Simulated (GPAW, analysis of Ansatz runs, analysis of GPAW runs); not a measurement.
# Reproducing a measured charge-transition level: Cd vacancy in CdTe (GPAW)

Aim: the charge-transition level of the Cd vacancy in CdTe, to be set beside the measurement. Set-up: PBE, LCAO dzp, h 0.18, 32-site cell, PBE lattice, k: the single point 1/4 1/4 1/4 then 2x2x2 shifted, dielectric constants 7.1 and 10.2 (handbook). The model is a cell of 32 host atoms with 1 Cd taken out. The level is the Fermi energy at which two charge states have equal formation energy, after a correction for the images of the charge. An atomic-orbital basis is far cheaper than plane waves.

Measured beforehand: (-1/-2) level above the valence-band top (the two values quoted disagree): 0.23 eV, by admittance spectroscopy (quoted in “First-principles calculation of band offsets, optical bowings, and defects in CdS, CdSe, CdTe, and their alloys”, 2000, Su-Huai Wei, S. B. Zhang, and Alex Zunger, quoting earlier work (1998)). The runs below try to reproduce this.

Program: GPAW 26.7.0. Level of theory: GPAW LCAO dzp PAW DFT, PBE; relaxation of all atoms of a defect supercell. Results are calculated unless marked as measured.

## Step 1: Set-up

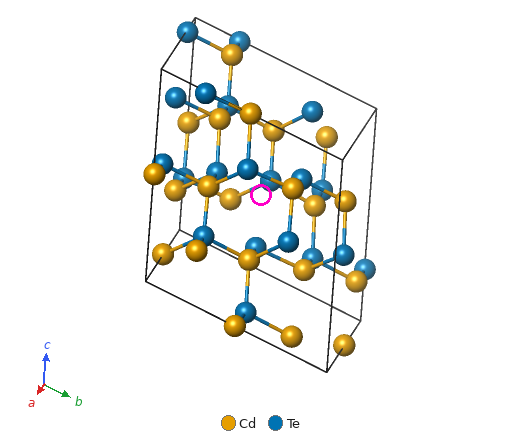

Start, viewed slightly off an axis; cadmium orange, tellurium blue. A ring marks the centre wherever it is empty. Bonds to atoms that aren't drawn are left out. Some periodic images of atoms are drawn too.

The cell holds 31 atoms: 15 Cd and 16 Te. Cell: a = 11.430 Å, b = 11.430 Å, c = 11.430 Å, α = 109.5°, β = 109.5°, γ = 109.5°. It derives from CdTe (space group F-43m). Nearest the centre at fractional (0.250, 0.500, 0.250): Te27 at 2.80 Å, Te21 at 2.82 Å, Te22 at 2.85 Å, Te18 at 2.85 Å, Cd10 at 4.57 Å, Cd3 at 4.58 Å, Cd8 at 4.59 Å, Cd4 at 4.61 Å. The cell carries charge −1.

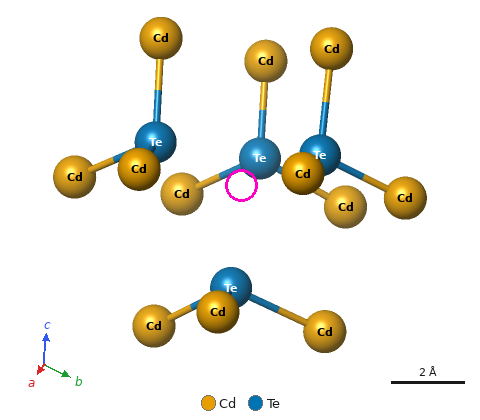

The atoms within 5 Å of the centre. A ring marks the centre wherever it is empty.

The host's primitive cell comes from a first run (GPAW LCAO dzp PAW DFT, PBE; relaxation of cell and atoms of a defect-free cell): vectors of 4.666, 4.666 and 4.666 Å. That is 35.92 Å³ an atom, 5.6 % over the diffraction cell's volume. The supercell is built on it.

## Step 2: Relaxation, charge −1

Every later number rests on the structure around the defect, so the atoms are relaxed at the host's lattice first.

The input, run.py:

```python
import numpy as np
from ase.io import read, write
from ase.parallel import parprint, world
from gpaw import GPAW
from ase.optimize import BFGS

atoms = read('POSCAR')
magmoms = np.zeros(len(atoms))
magmoms[[17, 26, 21, 20]] = 1 / 4
atoms.set_initial_magnetic_moments(magmoms)
calc = GPAW(mode='lcao',
            h=0.18,
            basis='dzp',
            xc='PBE',
            kpts=[[0.25, 0.25, 0.25]],
            charge=-1,
            occupations={'name': 'fermi-dirac', 'width': 0.01, 'fixmagmom': True},
            nbands=147,
            convergence={'density': 1e-05, 'forces': 0.001},
            maxiter=150,
            symmetry='off',
            txt='gpaw.txt')
atoms.calc = calc
opt = BFGS(atoms, trajectory='relax.traj', logfile='-')
done = opt.run(fmax=0.02, steps=80)
parprint('Converged:', done)
energy = atoms.get_potential_energy()
forces = atoms.get_forces()
parprint(f'Energy: {energy:.6f} eV, largest force {np.linalg.norm(forces, axis=1).max():.4f} eV/A')
calc.write('gs.gpw')
write('final.xyz', atoms)
parprint('Moments:', atoms.get_magnetic_moments().round(3))
for s in range(calc.get_number_of_spins()):
    parprint('Levels (eV), spin', s, calc.get_eigenvalues(kpt=0, spin=s)[-16:].round(3))
```

The input, POSCAR:

```
Cd Te
 1.0000000000000000
    -6.5990413770391516    6.5990413770391507   -6.5990413770391507
     6.5990413770391507    6.5990413770391507    6.5990413770391507
     6.5990413770391507   -6.5990413770391516   -6.5990413770391516
 Cd  Te 
  15  16
Direct
 -0.0084239671632809  0.0006163651934142 -0.0055203411807997
  0.0024077060857631  0.2501027022902685  0.7423749748730499
  0.0025354633235802  0.5024054290213691  0.4932143616885801
  0.0079171239943666  0.7513298050204029  0.2477329865473636
  0.2455145777390415  0.0017325178993780  0.7560884871160667
  0.2401408200154226  0.2484200233324288  0.4975171727332056
  0.2538303910957957  0.7594695075261301  0.0084379208930719
  0.4959079415695953 -0.0085929886096433  0.4905484732683081
  0.5042766136215164  0.2577252093018045  0.2479502544739940
  0.4931133342243792  0.5008462568877721  0.0033317640150269
  0.5010292844126510  0.7596531629993830  0.7548278457646044
  0.7464718944885523  0.0045720567715596  0.2560542171719906
  0.7523475145275642  0.2599427192418555  0.0062228479858850
  0.7423598213644542  0.4914671225190141  0.7488383545776446
  0.7491969809351148  0.7465126081811921  0.5067948584618640
  0.0025267280718162  0.0045012455197538  0.7444073068698011
  0.0095086750555101  0.2505271530931896  0.5039656036707832
  0.0069299283149937  0.5070053400097813  0.2604232841194580
  0.0059524257288707  0.7602435397025096  0.0029535980321289
  0.2546093519450779  0.0081999258470749  0.4986582951424872
  0.2597586472742050  0.2582728698821327  0.2543309262344051
  0.2546237668798625  0.4940344713948145  0.0007315250016151
  0.2470393314364177  0.7396343060145143  0.7448340688269015
  0.4978894471430899  0.0031916491222845  0.2427746501917956
  0.5036805574557793  0.2518508272197424  0.0100604815206132
  0.5005478189110762  0.5051846271459584  0.7593208948794369
  0.4963203187931546  0.7491327170689870  0.4903187124026010
  0.7544332086873428  0.0033306695570201 -0.0053075818553309
  0.7467410231232893  0.2445386587534847  0.7395823832904145
  0.7441326686724743  0.4980301766598486  0.4901233959626262
  0.7498500124759021  0.7442019249622150  0.2549032171249951
```

Launch:

```console
$ OMP_NUM_THREADS=1 mpirun -n 4 gpaw python run.py > stdout
```

The log of the run:

```text
__  _  _
 | _ |_)|_||  |
 |__||  | ||/\| - 26.7.0

Input parameters:
  mode=LCAO(),
  basis={'default': 'dzp'},
  charge=-1,
  convergence={'density': 1e-05, 'forces': 0.001},
  h=0.18,
  kpts=KPoints(kpts=array([[0.25, 0.25, 0.25]])),
  maxiter=150,
  nbands=147,
  occupations=Occupations(name='fermi-dirac', width=0.01, fixmagmom=True),
  symmetry=Symmetry(point_group=False, time_reversal=False),
  xc=XC(name='PBE')

                                     Te

                                  Cd

                                        Cd
                             Te
                          Cd
                               Te  Te
                                     Te
                     TCd              Cd
                  Cd              Cd
                        Cd Te              Te
                                        Cd
             Te              TCd Te
                   Te
                                   TCd
                Cd       Te     Cd

                      Cd       Te
                           Te
                            Cd

Atoms  # Å, Bohr magnetons
|    | symbol |         x |         y |         z |    initial magnetic moments |
|----|--------|-----------|-----------|-----------|-----------------------------|
|  0 |     Cd |  0.023229 | -0.015094 |  0.096086 | ( 0.0000,  0.0000,  0.0000) |
|  1 |     Cd |  6.533513 | -3.232637 | -3.264414 | ( 0.0000,  0.0000,  0.0000) |
|  2 |     Cd |  6.553405 |  0.077384 |  0.043921 | ( 0.0000,  0.0000,  0.0000) |
|  3 |     Cd |  6.540611 |  3.375502 |  3.271011 | ( 0.0000,  0.0000,  0.0000) |
|  4 |     Cd |  3.380731 | -3.357865 | -6.598187 | ( 0.0000,  0.0000,  0.0000) |
|  5 |     Cd |  3.337771 | -0.059103 | -3.228502 | ( 0.0000,  0.0000,  0.0000) |
|  6 |     Cd |  3.392416 |  6.631126 |  3.281051 | ( 0.0000,  0.0000,  0.0000) |
|  7 |     Cd | -0.092073 | -0.021338 | -6.566372 | ( 0.0000,  0.0000,  0.0000) |
|  8 |     Cd |  0.009231 |  3.392248 | -3.263237 | ( 0.0000,  0.0000,  0.0000) |
|  9 |     Cd |  0.073016 |  6.537194 |  0.029043 | ( 0.0000,  0.0000,  0.0000) |
| 10 |     Cd |  6.687810 |  3.338155 | -3.274471 | ( 0.0000,  0.0000,  0.0000) |
| 11 |     Cd | -3.206115 |  3.266458 | -6.585540 | ( 0.0000,  0.0000,  0.0000) |
| 12 |     Cd | -3.208335 |  6.639080 | -3.290464 | ( 0.0000,  0.0000,  0.0000) |
| 13 |     Cd |  3.285964 |  3.200460 | -6.597267 | ( 0.0000,  0.0000,  0.0000) |
| 14 |     Cd |  3.326646 |  6.525889 | -3.362075 | ( 0.0000,  0.0000,  0.0000) |
| 15 |     Te |  4.925405 | -4.865997 | -4.899345 | ( 0.0000,  0.0000,  0.0000) |
| 16 |     Te |  4.916181 | -1.609703 | -1.735199 | ( 0.0000,  0.0000,  0.0000) |
| 17 |     Te |  5.018562 |  1.672936 |  1.581474 | ( 0.0000,  0.0000,  0.2500) |
| 18 |     Te |  4.997089 |  5.036668 |  4.958107 | ( 0.0000,  0.0000,  0.0000) |
| 19 |     Te |  1.664601 | -1.556377 | -4.916733 | ( 0.0000,  0.0000,  0.0000) |
| 20 |     Te |  1.668536 |  1.740171 | -1.688145 | ( 0.0000,  0.0000,  0.2500) |
| 21 |     Te |  1.584709 |  4.935599 |  1.575054 | ( 0.0000,  0.0000,  0.2500) |
| 22 |     Te |  8.165845 |  1.595909 | -1.664536 | ( 0.0000,  0.0000,  0.0000) |
| 23 |     Te | -1.662451 |  1.704575 | -4.866611 | ( 0.0000,  0.0000,  0.0000) |
| 24 |     Te | -1.595445 |  4.919393 | -1.728224 | ( 0.0000,  0.0000,  0.0000) |
| 25 |     Te |  5.041388 |  1.626080 | -4.980192 | ( 0.0000,  0.0000,  0.0000) |
| 26 |     Te |  4.903953 |  4.983163 | -1.567314 | ( 0.0000,  0.0000,  0.2500) |
| 27 |     Te | -4.991582 |  5.035540 | -4.921532 | ( 0.0000,  0.0000,  0.0000) |
| 28 |     Te |  1.566481 |  1.660961 | -8.194589 | ( 0.0000,  0.0000,  0.0000) |
| 29 |     Te |  1.610304 |  4.962739 | -4.858385 | ( 0.0000,  0.0000,  0.0000) |
| 30 |     Te |  1.644845 |  8.177194 | -1.719389 | ( 0.0000,  0.0000,  0.0000) |

Unit cell  # Å
| periodic |         x |         y |         z |   lengths |     angles |
|----------|-----------|-----------|-----------|-----------|------------|
|      yes | -6.599041 |  6.599041 | -6.599041 | 11.429875 | 109.471221 |
|      yes |  6.599041 |  6.599041 |  6.599041 | 11.429875 | 109.471221 |
|      yes |  6.599041 | -6.599041 | -6.599041 | 11.429875 | 109.471221 |

Number of symmetries: 1
Symmetry operations  # r_c * U_cc + t_c -> r_c
|   | kind |            matrix            |
|---|------|------------------------------|
| 0 |  E   |  1, 0, 0,  0, 1, 0,  0, 0, 1 |

BZ-sampling:
  Number of BZ points: 1
  Number of IBZ points: 1

K-points  # in reciprocal-cell coordinates
|   |                                coordinates |     weight |
|---|--------------------------------------------|------------|
| 0 | (  0.25000000,   0.25000000,   0.25000000) | 1.00000000 |

basis functions: 523
Spin-components: 2 (collinear spins)
Bands:           147
Projectors:      170
Spin-degeneracy: 1
Datatype:        <class 'complex'>

Density:
  Valence electrons: 276.0
  Components: 2
  Grid points: [52 52 52]
  Charge: -1.0  # |e|

Potential:
  Grid points: [52 52 52]

species:
  Cd:
    name:    Cadmium
    Z:       48.0
    valence: 12
    core:    36
    charge:  0.0  # [|e|]
    compensation charges:
      type: gauss
      rc: 0.38  # [Å]
      lmax: 2
    cutoffs:
      filter: 2.12  # [Å]
      core: 2.62  # [Å]
    projectors
    | kind |    occ | energy [eV] | rcut [Å] |
    |------|--------|-------------|----------|
    |   5s |  2.000 |      -5.655 |    1.191 |
    |   5p |  0.000 |      -1.186 |    1.228 |
    |   4d | 10.000 |     -11.739 |    1.164 |
    |    s |        |      21.556 |    1.191 |
    |    p |        |      26.026 |    1.228 |
    |    d |        |      15.473 |    1.164 |

    LCAO basis set for Cd:
      Name: dzp
      File: <dir>
      Number of radial functions: 7
      Number of spherical harmonics: 21
        l=0, rc=8.5781 Bohr: 5s-sz confined orbital
        l=1, rc=12.6406 Bohr: 5p-sz confined orbital
        l=2, rc=4.9062 Bohr: 4d-sz confined orbital
        l=0, rc=5.0625 Bohr: 5s-dz split-valence wave
        l=1, rc=7.7188 Bohr: 5p-dz split-valence wave
        l=2, rc=2.9844 Bohr: 4d-dz split-valence wave
        l=1, rc=8.5781 Bohr: p-type Gaussian polarization
      Number of RI-basis functions 0

  Te:
    name:    Tellurium
    Z:       52.0
    valence: 6
    core:    46
    charge:  0.0  # [|e|]
    compensation charges:
      type: gauss
      rc: 0.36  # [Å]
      lmax: 2
    cutoffs:
      filter: 2.09  # [Å]
      core: 3.17  # [Å]
    projectors
    | kind |    occ | energy [eV] | rcut [Å] |
    |------|--------|-------------|----------|
[...]
maximum number of iterations: 150

SCF iterations
|iter     | |      energy | eigst |  dens |force |  magmom |
|---------|-|-------------|-------|-------|------|---------|
|iter:   1| |  -62.138084c|      c|       |      |  +1.0000|
[...]
|iter:   8| |  -62.138074c|      c| -5.09c|-2.15 |  +1.0000|
[...]
|iter:  10| |  -62.138073c|      c| -5.45c|-2.42 |  +1.0000|
|iter:  11| |  -62.138074c|      c| -5.74c|-3.62c|  +1.0000|

Converged in 11 steps
SCF loop duration: 69.628 s (6.330 s/step)
Energy contributions relative to reference atoms: (reference = -5239247.709988)

Energy contributions:
  Kinetic:         298.338252
  Coulomb:        -255.201180
  Zero:              1.844567
  External:          0.000000
  Xc:             -107.110330
  Entropy:          -0.018765
  Spinorbit:         0.000000
  ----------------------------
  Free energy:     -62.147456
  Extrapolated:    -62.138074

dipole moment: (-56.928320, -54.751960, 152.605500)  # |e|*Ang

Total magnetic moment: (0.000000, 0.000000, 1.000001)

Local magnetic moments
|        x |        y |        z |
|----------|----------|----------|
[...]
Fermi levels: 4.065, 2.881
Eigenvalues  # (at kpt = [0.250, 0.250, 0.250])
| band index |      eig [eV] | occ [0-1] |      eig [eV] | occ [0-1] |
|------------|---------------|-----------|---------------|-----------|
[...]
|        ... |               |           |               |           |
[...]
Gap: 2.080 eV
Transition (v -> c):
  (s=1, k=0, n=138, [0.25, 0.25, 0.25]) -> (s=0, k=0, n=139, [0.25, 0.25, 0.25])
No difference between direct/indirect transitions

Forces  # eV/Ang
|        x |        y |        z |
|----------|----------|----------|
[...]
Te
                                  Cd

                                         Cd
                              Te
                           Cd
                                Te Te

                      Te             Te
                   Cd  Cd          Cd Cd
                            Te              Te
                         Cd              Cd
              Te              Te Te
                              Cd
                   Te               Te
                Cd               Cd  Cd
                         Te
                      Cd
                           Te  Te
                            Cd

Atoms  # Å, Bohr magnetons
|    | symbol |         x |         y |         z |    initial magnetic moments |
|----|--------|-----------|-----------|-----------|-----------------------------|
[...]
|  7 |     Cd | -0.057639 | -0.041311 | -6.679255 | ( 0.0000,  0.0000,  0.0033) |
|  8 |     Cd |  0.056302 |  3.239387 | -3.246179 | ( 0.0000,  0.0000,  0.0032) |
|  9 |     Cd |  0.069956 |  6.553563 |  0.095577 | ( 0.0000,  0.0000,  0.0032) |
| 10 |     Cd |  6.565017 |  3.423055 | -3.237889 | ( 0.0000,  0.0000,  0.0026) |
| 11 |     Cd | -3.300892 |  3.300664 | -6.598608 | ( 0.0000,  0.0000,  0.0014) |
| 12 |     Cd | -3.192654 |  6.676662 | -3.339566 | ( 0.0000,  0.0000,  0.0028) |
| 13 |     Cd |  3.310600 |  3.291189 | -6.592017 | ( 0.0000,  0.0000,  0.0015) |
| 14 |     Cd |  3.411454 |  6.553797 | -3.253069 | ( 0.0000,  0.0000,  0.0028) |
[...]
| 23 |     Te | -1.645026 |  1.641224 | -4.937516 | ( 0.0000,  0.0000,  0.0154) |
| 24 |     Te | -1.620488 |  4.966367 | -1.640552 | ( 0.0000,  0.0000,  0.0126) |
| 25 |     Te |  4.976928 |  1.660810 | -4.915792 | ( 0.0000,  0.0000,  0.0135) |
| 26 |     Te |  4.810252 |  4.817040 | -1.504715 | ( 0.0000,  0.0000,  0.0656) |
| 27 |     Te | -4.927212 |  4.991681 | -4.942738 | ( 0.0000,  0.0000,  0.0116) |
| 28 |     Te |  1.646828 |  1.656268 | -8.263359 | ( 0.0000,  0.0000,  0.0130) |
| 29 |     Te |  1.662579 |  4.959702 | -4.929952 | ( 0.0000,  0.0000,  0.0130) |
| 30 |     Te |  1.659416 |  8.230342 | -1.654404 | ( 0.0000,  0.0000,  0.0137) |

Unit cell  # Å
| periodic |         x |         y |         z |   lengths |     angles |
|----------|-----------|-----------|-----------|-----------|------------|
|      yes | -6.599041 |  6.599041 | -6.599041 | 11.429875 | 109.471221 |
|      yes |  6.599041 |  6.599041 |  6.599041 | 11.429875 | 109.471221 |
|      yes |  6.599041 | -6.599041 | -6.599041 | 11.429875 | 109.471221 |

Initialization done in: 2.169 s

convergence criteria:
- Maximum integral of absolute [dens]ity change: 1e-05 electrons / valence electron
- Maximum change in the atomic [forces] across last 2 cycles: 0.001 eV/Ang OR
Maximum error relative to the maximum force is below inf
- Maximum [total energy] change in last 3 cyles: 0.0005 eV / valence electron
- Maximum integral of absolute [eigenst]ate change: 4e-08 eV^2 / valence electron
maximum number of iterations: 150

SCF iterations
|iter     | |      energy | eigst |  dens |force |  magmom |
|---------|-|-------------|-------|-------|------|---------|
|iter:   1| |  -62.138233c|      c|       |      |  +1.0000|
|iter:   2| |  -62.138230c|      c| -3.86 |      |  +1.0000|
|iter:   3| |  -62.138227c|      c| -4.10 |      |  +1.0000|
|iter:   4| |  -62.138223c|      c| -4.25 |      |  +1.0000|
|iter:   5| |  -62.138223c|      c| -4.42 |      |  +1.0000|
|iter:   6| |  -62.138216c|      c| -4.65 |      |  +1.0000|
|iter:   7| |  -62.138221c|      c| -4.38 |      |  +1.0000|
|iter:   8| |  -62.138221c|      c| -4.99 |      |  +1.0000|
|iter:   9| |  -62.138220c|      c| -5.18c|-1.99 |  +1.0000|
|iter:  10| |  -62.138221c|      c| -4.95 |      |  +1.0000|
|iter:  11| |  -62.138221c|      c| -5.51c|-2.64 |  +1.0000|
|iter:  12| |  -62.138221c|      c| -5.73c|-3.39c|  +1.0000|

Converged in 12 steps
SCF loop duration: 74.492 s (6.208 s/step)
Energy contributions relative to reference atoms: (reference = -5239247.709988)

Energy contributions:
  Kinetic:         298.384208
  Coulomb:        -255.240163
  Zero:              1.844633
  External:          0.000000
  Xc:             -107.117511
  Entropy:          -0.018775
  Spinorbit:         0.000000
  ----------------------------
  Free energy:     -62.147608
  Extrapolated:    -62.138221

dipole moment: (-56.770122, -54.757463, 152.721094)  # |e|*Ang

Total magnetic moment: (0.000000, 0.000000, 1.000001)

Local magnetic moments
|        x |        y |        z |
|----------|----------|----------|
[...]
Fermi levels: 4.065, 2.881
Eigenvalues  # (at kpt = [0.250, 0.250, 0.250])
| band index |      eig [eV] | occ [0-1] |      eig [eV] | occ [0-1] |
|------------|---------------|-----------|---------------|-----------|
[...]
|        ... |               |           |               |           |
[...]
|        139 |         4.958 |     0.000 |         4.974 |     0.000 |
|        140 |         4.963 |     0.000 |         4.978 |     0.000 |
|        141 |         4.965 |     0.000 |         4.981 |     0.000 |
|        142 |         5.216 |     0.000 |         5.234 |     0.000 |
|        143 |         5.875 |     0.000 |         5.890 |     0.000 |
|        144 |         5.882 |     0.000 |         5.898 |     0.000 |
|        145 |         6.019 |     0.000 |         6.031 |     0.000 |
|        146 |         6.023 |     0.000 |         6.035 |     0.000 |

Gap: 2.081 eV
Transition (v -> c):
  (s=1, k=0, n=138, [0.25, 0.25, 0.25]) -> (s=0, k=0, n=139, [0.25, 0.25, 0.25])
No difference between direct/indirect transitions

Forces  # eV/Ang
|        x |        y |        z |
|----------|----------|----------|
[...]
| -0.00010 | -0.00106 | -0.00066 |  # Te  23
|  0.00477 |  0.00693 | -0.00346 |  # Te  24
|  0.00195 |  0.00200 | -0.00247 |  # Te  25
|  0.01180 |  0.00496 | -0.00870 |  # Te  26
| -0.01265 |  0.00539 |  0.00577 |  # Te  27
|  0.00268 |  0.00444 |  0.00873 |  # Te  28
| -0.00176 |  0.00588 |  0.00905 |  # Te  29
| -0.00520 | -0.00022 |  0.00460 |  # Te  30

# Writing to gs.gpw (mode='')
```

Elapsed: 32 min, on 4 MPI ranks of Arm Neoverse V2, shared host; peak memory 4.1 GiB; 2.2 h of CPU time.

[end of part 1 of 4]

[Logs are printed without paths, hosts, clocks, repeated set-up lines and the standing remarks that a program may print on its own settings, such as how far it seeks lower states.]

[Hosts, paths, dates, database ids (printed as entryN), source tags and the programs' standing remarks are cut or masked in the printed files.]

[For some hosts the program warned that the k-mesh of the response run may be too coarse for force constants and the static dielectric constant; such warnings are not shown here.]
